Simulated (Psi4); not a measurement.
# One shape, several levels: triplet C3H5Br

Aim: a comparison of 4 runs (UHF/STO-3G, UHF/3-21G, U-wB97X-V/6-31G*, UHSE06/6-31G*) of triplet C3H5Br. 

The results are computed with Psi4 1.11.

1 further run of the same task is left out (set aside as unsound or not needed).

## Step 1: The molecule

C3H5Br: 9 atoms, total charge 0, spin state triplet. SMILES of the parent species: `C=CCBr`. The coordinates come from a PBE0-D4/def2-TZVP relaxation. That shape belongs to the parent species and isn't relaxed for this state.

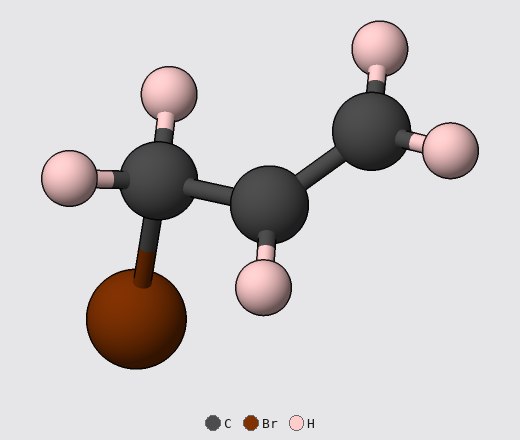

Viewed from a chosen angle; carbon dark grey, bromine brown, hydrogen pink.

## Step 2: Energy and gradient at UHF/STO-3G (run 1)

Input file c3h5br.inp:

```
memory 2200 MB

molecule molecule1 {
  0 3
  C     -0.305200     1.320240    -0.458070
  C      0.342750     0.164230    -0.422840
  C      0.141850    -0.848590     0.635190
  Br    -0.595010    -2.504330    -0.115360
  H     -0.120070     2.048660    -1.238240
  H     -1.044080     1.578130     0.294020
  H      1.069630    -0.080720    -1.192280
  H     -0.565270    -0.521580     1.394200
  H      1.075430    -1.156050     1.103410
  symmetry c1
}

set {
  basis         STO-3G
  reference     uhf
  puream        true
  e_convergence 1e-09
  d_convergence 1e-08
  scf_type      pk
  maxiter       100
}

result, w = gradient('scf', return_wfn=True)
oeprop(w, 'MULLIKEN_CHARGES', 'WIBERG_LOWDIN_INDICES', 'MAYER_INDICES', title='SCF')
print_variables()
```

Run with:

```console
$ psi4 -i c3h5br.inp -o c3h5br.out -n 1
```

c3h5br.out:

```text
[...]
  Running in c1 symmetry.
[...]
  Nuclear repulsion =  218.624762310607196
[...]
  Multiplicity = 3
[...]
  Nalpha       = 30
  Nbeta        = 28
[...]
    Number of basis functions: 38
[...]
   @UHF iter   1: -2659.47921085708913   -3.52555e+00   6.83453e-03 ADIIS/DIIS
[...]
   @UHF iter  15: -2659.61619122653656   -1.36424e-12   4.21032e-09 DIIS
[...]
   @S^2 Observed:                2.028427039E+00
[...]
  @UHF Final Energy: -2659.61619122653656
   => Energetics <=
    Nuclear Repulsion Energy =            218.6247623106071956
    One-Electron Energy =               -4152.9201317791394104
    Two-Electron Energy =                1274.6791782419950323
    Total Energy =                      -2659.6161912265370120
  UHF NO Occupations:
  HONO-2 :   28  A 1.9954484
  HONO-1 :   29  A 1.0000000
[...]
  -Total Gradient:
     Atom            X                  Y                   Z
    ------   -----------------  -----------------  -----------------
       1        0.145098152519    -0.255433414786     0.008517904828
       2       -0.149155801894     0.236639480181     0.004098035691
       3        0.007550494681     0.027417967064    -0.001987395416
       4       -0.000492972801    -0.003864522013    -0.003011745961
       5        0.001894705643     0.001640345816    -0.004048352120
       6       -0.003228657507    -0.000186920616     0.005340590485
       7        0.002783453131    -0.000503120232    -0.003864878709
       8       -0.003027771379    -0.003111780065    -0.002063951310
       9       -0.001421602427    -0.002598035301    -0.002980207476
[...]
```

Wall time 2.9 s (1 thread of AMD EPYC 7B13 (Zen 3), shared host); peak memory 0.2 GiB.

## Step 3: Energy and gradient at UHF/3-21G (run 2)

Input file input.dat:

```
memory 2200 MB

molecule mol {
  0 3
  C     -0.305200     1.320240    -0.458070
  C      0.342750     0.164230    -0.422840
  C      0.141850    -0.848590     0.635190
  Br    -0.595010    -2.504330    -0.115360
  H     -0.120070     2.048660    -1.238240
  H     -1.044080     1.578130     0.294020
  H      1.069630    -0.080720    -1.192280
  H     -0.565270    -0.521580     1.394200
  H      1.075430    -1.156050     1.103410
  symmetry c1
  no_reorient
  no_com
}

set reference uhf
set puream true
set e_convergence 1e-09
set d_convergence 1e-08
set scf_type pk
set maxiter 100

E, wfn = gradient("hf/3-21G", return_wfn=True)
oeprop(wfn, "WIBERG_LOWDIN_INDICES", "MULLIKEN_CHARGES", "QUADRUPOLE", title="HF")
print_variables()
```

Run with:

```console
$ psi4 input.dat output.dat -n 1
```

output.dat:

```text
[...]
  Running in c1 symmetry.
[...]
  Nuclear repulsion =  218.624762310607196
[...]
  Multiplicity = 3
[...]
  Nalpha       = 30
  Nbeta        = 28
[...]
    Number of basis functions: 59
[...]
   @UHF iter   1: -2675.59764402384462   -1.92640e+00   7.09794e-03 DIIS/ADIIS
[...]
   @UHF iter  17: -2675.76572958844235   -4.54747e-12   6.32844e-09 DIIS
[...]
   @S^2 Observed:                2.029226269E+00
[...]
  @UHF Final Energy: -2675.76572958844235
   => Energetics <=
    Nuclear Repulsion Energy =            218.6247623106071956
    One-Electron Energy =               -4161.1553934187686536
    Two-Electron Energy =                1266.7649015197191602
    Total Energy =                      -2675.7657295884419000
  UHF NO Occupations:
  HONO-2 :   28  A 1.9946884
  HONO-1 :   29  A 1.0000000
[...]
  -Total Gradient:
     Atom            X                  Y                   Z
    ------   -----------------  -----------------  -----------------
       1        0.109187066604    -0.188691770421     0.006406640248
       2       -0.113031887644     0.182655598792    -0.003902112663
       3       -0.013658400774    -0.024625003331    -0.012459340516
       4        0.012297400995     0.025622797576     0.009412818948
       5        0.003332615243     0.004292134461    -0.006975331814
       6       -0.005094284346    -0.000359146042     0.007546322950
       7        0.005653774752    -0.000082402257    -0.007573993441
       8       -0.005834092510     0.001834024996     0.004411473046
       9        0.007147807525    -0.000646233331     0.003133523249
[...]
```

It took 3.3 s on 1 thread of AMD EPYC 7B13 (Zen 3), shared host; peak memory 0.21 GiB.

Run 3 isn't shown in full; the table further down has it.

## Step 4: The energy at UHSE06/6-31G(d) (spherical functions) (run 4)

Input file c3h5br.json:

```json
{
 "schema_name": "qcschema_input",
 "schema_version": 1,
 "molecule": {
  "schema_name": "qcschema_molecule",
  "schema_version": 2,
  "symbols": ["C", "C", "C", "Br", "H", "H", "H", "H", "H"],
  "geometry": [-0.57674441, 2.49489202, -0.86562685, 0.64770363, 0.31034972, -0.79905179, 0.26805765, -1.60360269, 1.20033514, -1.12440594, -4.73249783, -0.21799881, -0.22689942, 3.87140632, -2.33993448, -1.97302525, 2.98223349, 0.55561728, 2.02130775, -0.15253869, -2.25308266, -1.06820549, -0.98564335, 2.63465616, 2.03226817, -2.18461789, 2.0851427],
  "molecular_charge": 0,
  "molecular_multiplicity": 3,
  "fix_symmetry": "c1"
 },
 "driver": "energy",
 "model": {
  "method": "hse06",
  "basis": "6-31G*"
 },
 "keywords": {
  "reference": "uks",
  "puream": true,
  "e_convergence": 1e-09,
  "d_convergence": 1e-08,
  "scf_type": "pk",
  "dft_radial_points": 99,
  "dft_spherical_points": 590,
  "maxiter": 100
 }
}
```

Run with:

```console
$ psi4 --qcschema c3h5br.json -n 1 --memory 2200MB
```

stdout:

```text
[...]
  Running in c1 symmetry.
[...]
  Nuclear repulsion =  218.624762256805212
[...]
  Multiplicity = 3
[...]
  Nalpha       = 30
  Nbeta        = 28
[...]
    Number of basis functions: 84
[...]
   @UKS iter   1: -2689.88729979575692   -1.12476e+00   1.85158e-02 ADIIS/DIIS
[...]
   @UKS iter  16: -2690.54190095912736   -8.00355e-10   9.98044e-09 DIIS
[...]
   @S^2 Observed:                2.009113475E+00
[...]
  @UKS Final Energy: -2690.54190095912736
   => Energetics <=
    Nuclear Repulsion Energy =            218.6247622568052122
    One-Electron Energy =               -4173.4894875879372194
    Two-Electron Energy =                1347.5316626783389893
    DFT Exchange-Correlation Energy =     -83.2088383063345702
    Empirical Dispersion Energy =           0.0000000000000000
    VV10 Nonlocal Energy =                  0.0000000000000000
    Total Energy =                      -2690.5419009591278154
[...]
 Multipole Moments:
 ------------------------------------------------------------------------------------
     Multipole            Electronic (a.u.)      Nuclear  (a.u.)        Total (a.u.)
 ------------------------------------------------------------------------------------
 L = 1.  Multiply by 2.5417464519 to convert [e a0] to [Debye]
 Dipole X            :         -3.6438320            4.0200005            0.3761685
 Dipole Y            :        -16.0163197           16.9904968            0.9741771
 Dipole Z            :         -0.7390221            0.9462674            0.2072453
 Magnitude           :                                                    1.0646476
[...]
```

The result, in JSON:

```text
{
 "driver": "energy",
 "model": {
  "method": "hse06",
  "basis": "6-31G*"
 },
 "success": true,
 "return_result": -2690.5419009591274,
 "properties": {
  "calcinfo_nbasis": 84,
  "calcinfo_nmo": 84,
  "calcinfo_nalpha": 30,
  "calcinfo_nbeta": 28,
  "calcinfo_natom": 9,
  "nuclear_repulsion_energy": 218.6247622568052,
  "return_energy": -2690.5419009591274,
  "scf_one_electron_energy": -4173.489487587937,
  "scf_two_electron_energy": 1347.531662678339,
  "scf_xc_energy": -83.20883830633457,
  "scf_dipole_moment": [0.3761685112726125, 0.9741771451605992, 0.2072453316718087],
  "scf_total_energy": -2690.5419009591274,
  "scf_iterations": 16
 }
}
```

It took 74 s on 1 thread of AMD EPYC 7B13 (Zen 3), shared host; peak memory 1.3 GiB.

## Step 5: All runs side by side

| run | level | task | integration grid | energy (Eh) | dipole moment (D) | HOMO energy (eV) | LUMO energy (eV) | wall time |
| --- | --- | --- | --- | --- | --- | --- | --- | --- |
| 1 | UHF/STO-3G | gradient | – | -2659.616191 | 1.88 | -5.35 | 4.28 | 2.9 s |
| 2 | UHF/3-21G | gradient | – | -2675.765730 | 2.29 | -6.67 | 0.91 | 3.3 s |
| 3 | U-wB97X-V/6-31G* (spherical functions) | energy | 99 radial × 590 angular | -2690.714139 | 2.60 | -5.63 | -2.22 | 4.4 min |
| 4 | UHSE06/6-31G* (spherical functions) | energy | 99 radial × 590 angular | -2690.541901 | 2.71 | -3.19 | – | 74 s |

## Step 6: Outcome

| quantity | value |
| --- | --- |
| run 4: total energy | -2690.54190 Eh |
| run 4: dipole moment | 2.71 D |
| run 4: HOMO energy (highest over α and β) | -3.19 eV |
| run 4: ⟨S²⟩ | 2.009 |

What this shows: The dipole moment (its size) runs from 1.88 D (UHF/STO-3G) to 2.71 D (UHSE06/6-31G*). The two ends differ in method and basis. Totals of different functionals can't be ranked against each other. In run 1 the basis is minimal, so the values are rough. All runs together took 5.7 min, the longest 4.4 min.
